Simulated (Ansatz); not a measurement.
# BF3 (SMILES FB(F)F): levels of theory compared

Wanted: a comparison of 6 runs (BHLYP/STO-3G, HSE06/STO-3G, UPBE0/STO-3G, MP2/STO-3G, UCCSD(T)/STO-3G, FCI/STO-3G) of BF3. 

The calculation is run with Ansatz 0.2.0.

43 further runs of the same task are left out: 4 that didn't finish, 39 set aside as unsound or not needed.

### 1 The molecule

BF3: 4 atoms, total charge 0, spin state singlet. As SMILES, `FB(F)F`. The B2–F1 distance was set to 1.967 Å, away from the relaxed value.

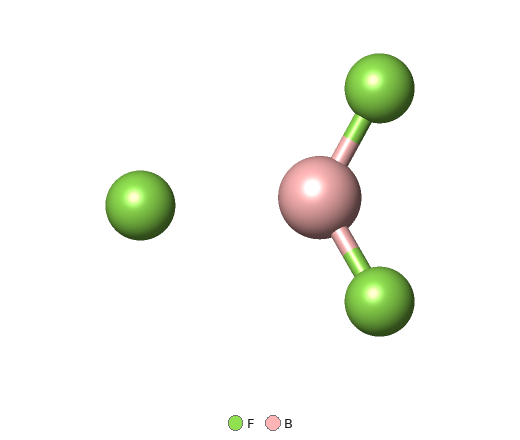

The structure, seen from a chosen angle (fluorine green, boron pink).

### 2 A single-point energy at BHLYP/STO-3G (run 1)

molecule.yaml reads:

```yaml
crystal:
  periodic: [false, false, false]
  atoms:
    - symbol: F
      position_ang: [0.815789, 0.316108, 1.761403]
    - symbol: B
      position_ang: [0.000020, -0.000000, 0.000010]
    - symbol: F
      position_ang: [-0.265170, -1.223510, -0.389620]
    - symbol: F
      position_ang: [-0.278730, 1.012770, -0.784660]
basis:
  gaussian:
    orbitals: STO-3G
hamiltonian:
  xc: {name: BHLYP}
accuracy: high
```

On the command line:

```bash
ansatz run molecule.yaml --threads 1 --pin off --max-ram 3480MiB --events-out events.jsonl --progress --plain --runs-dir runs
```

Output:

```text
Warning: RAYON_NUM_THREADS=1 ignored (pool sized by the plan → 1); use --threads N
Functional definition: BHLYP
  name "BHLYP"
  parameter a = 0.5
  exchange = (1 - a)*b88_x + a*exact_x
  correlation = lyp_c
356 factors; integrals over basis functions are off by at most 3.2e-8 eV
mean field evaluation 1: about -8693.1409 eV, gradient 3.0e1 eV
mean field evaluation 2: about -8663.9994 eV, gradient 1.1e2 eV
mean field evaluation 4: about -8698.0246 eV, gradient 3.8e0 eV
mean field evaluation 8: about -8698.1101 eV, gradient 3.8e-2 eV
mean field evaluation 16: about -8698.1101 eV, gradient 1.9e-6 eV
mean field -8698.11010150 eV, -319.6496504394 hartree, gradient 3.9e-8 eV, S^2 0.000000; 0 other end points of the search recorded, 0 dependent functions left out
reference -8698.11011428 eV, -319.6496509092 hartree; 16, 16 occupied and 4, 4 virtual orbitals, 356 factors
Total energy: -8698.11011428 eV, -319.6496509092 hartree
```

Run time: 1.1 s. Hardware: 1 thread of Arm Neoverse V1, shared host; peak memory 0.091 GiB.

### 3 The energy at HSE06/STO-3G (run 2)

molecule.yaml reads:

```yaml
crystal:
  periodic: [false, false, false]
  atoms:
    - {symbol: F, position_ang: [0.815789, 0.316108, 1.761403]}
    - {symbol: B, position_ang: [0.000020, -0.000000, 0.000010]}
    - {symbol: F, position_ang: [-0.265170, -1.223510, -0.389620]}
    - {symbol: F, position_ang: [-0.278730, 1.012770, -0.784660]}
basis:
  gaussian:
    orbitals: STO-3G
accuracy: high
hamiltonian:
  xc: hse06
```

On the command line:

```bash
ansatz run molecule.yaml --threads 1 --pin off --max-ram 3480MiB --events-out events.jsonl --progress --plain --runs-dir runs
```

Output:

```text
Warning: RAYON_NUM_THREADS=1 ignored (pool sized by the plan → 1); use --threads N
Functional definition: HSE06
  name "HSE06"
  parameter a = 0.25
  parameter omega = 0.11/bohr
  exchange = pbe_x - a*pbe_x_sr(omega) + a*exact_x_sr(omega)
  correlation = pbe_c
356 factors; integrals over basis functions are off by at most 3.2e-8 eV
47 factors; integrals over basis functions are off by at most 1.1e-9 eV
mean field evaluation 1: about -8689.6735 eV, gradient 2.5e1 eV
mean field evaluation 2: about -8599.9771 eV, gradient 1.3e2 eV
mean field evaluation 4: about -8693.1013 eV, gradient 2.2e0 eV
mean field evaluation 8: about -8693.0858 eV, gradient 2.6e-2 eV
mean field evaluation 16: about -8693.0858 eV, gradient 2.4e-8 eV
mean field -8693.08582809 eV, -319.4650117972 hartree, gradient 4.6e-8 eV, S^2 0.000000; 0 other end points of the search recorded, 0 dependent functions left out
reference -8693.08582926 eV, -319.4650118403 hartree; 16, 16 occupied and 4, 4 virtual orbitals, 356 factors
Total energy: -8693.08582926 eV, -319.4650118403 hartree
```

Run time: 1.3 s. Hardware: 1 thread of Arm Neoverse V1, shared host; peak memory 0.092 GiB.

Runs 3 to 5 aren't shown in full; the table further down has their settings and results.

### 4 A single-point energy at FCI/STO-3G (run 6)

input.yaml reads:

```yaml
crystal:
  periodic: [false, false, false]
  atoms:
    - symbol: F
      position_ang: [0.815789, 0.316108, 1.761403]
    - symbol: B
      position_ang: [0.000020, -0.000000, 0.000010]
    - symbol: F
      position_ang: [-0.265170, -1.223510, -0.389620]
    - symbol: F
      position_ang: [-0.278730, 1.012770, -0.784660]
basis:
  gaussian:
    orbitals: STO-3G
correlation:
  method: fci
  frozen_orbitals: {B: 1, F: 1}
accuracy: high
```

On the command line:

```bash
ansatz run input.yaml --threads 1 --pin off --max-ram 3480MiB --events-out events.jsonl --progress --plain --runs-dir runs
```

Output:

```text
Warning: RAYON_NUM_THREADS=1 ignored (pool sized by the plan → 1); use --threads N
Functional definition: HF
  name "HF"
  exchange = exact_x
  correlation = 0
356 factors; integrals over basis functions are off by at most 3.2e-8 eV
mean field evaluation 1: about -8660.0398 eV, gradient 3.3e1 eV
mean field evaluation 2: about -8660.0878 eV, gradient 3.3e1 eV
mean field evaluation 4: about -8666.2060 eV, gradient 2.4e0 eV
mean field evaluation 8: about -8666.2444 eV, gradient 9.4e-4 eV
mean field -8666.24435865 eV, -318.4786059891 hartree, gradient 3.0e-8 eV, S^2 0.000000; 0 other end points of the search recorded, 0 dependent functions left out; unrestricted orbitals would lower it
mean field evaluation 16: about -8666.8575 eV, gradient 1.1e0 eV
4 core orbitals not correlated: weight in the atoms' cores, before any rotation towards them, 1.000 or more for the frozen orbitals, at most 0.000 for the correlated occupied ones
reference -8666.24435865 eV, -318.4786059891 hartree; 12, 12 occupied and 4, 4 virtual orbitals, 356 factors
state -8670.79600629 eV, -318.6458759545 hartree
Total energy: -8670.79600629 eV, -318.6458759545 hartree
```

Run time: 14 s. Hardware: 1 thread of Arm Neoverse V1, shared host; peak memory 0.31 GiB.

### 5 Overview of the runs

| run | level | frozen core orbitals | energy (Eh) | wall time |
| --- | --- | --- | --- | --- |
| 1 | BHLYP/STO-3G | – | -319.649651 | 1.1 s |
| 2 | HSE06/STO-3G | – | -319.465012 | 1.3 s |
| 3 | UPBE0/STO-3G | – | -319.475875 | 1.7 s |
| 4 | MP2/STO-3G | 4 | -318.600414 | 0.12 s |
| 5 | UCCSD(T)/STO-3G | 4 | -318.643817 | 0.6 s |
| 6 | FCI/STO-3G | 4 | -318.645876 | 14 s |

### 6 Summary of results

| quantity | value |
| --- | --- |
| run 6: total energy | -318.64588 Eh |
| run 6: correlation energy (4 core orbitals frozen) | -167.3 mEh |

In words: Against full CI in this basis: MP2 +45.5 mEh; UCCSD(T) +2.1 mEh. Totals of different functionals can't be ranked against each other. In run 4 the log says that unrestricted orbitals would lower the reference, so the values rest on an unstable closed-shell determinant (other closed-shell runs at this shape may share the fault). In runs 1, 2, 3, 4, 5, 6 the basis is minimal, so the values are rough. Spin contamination of the reference: run 5 ⟨S²⟩ = 0.54. All runs together took 19 s, the longest 14 s.
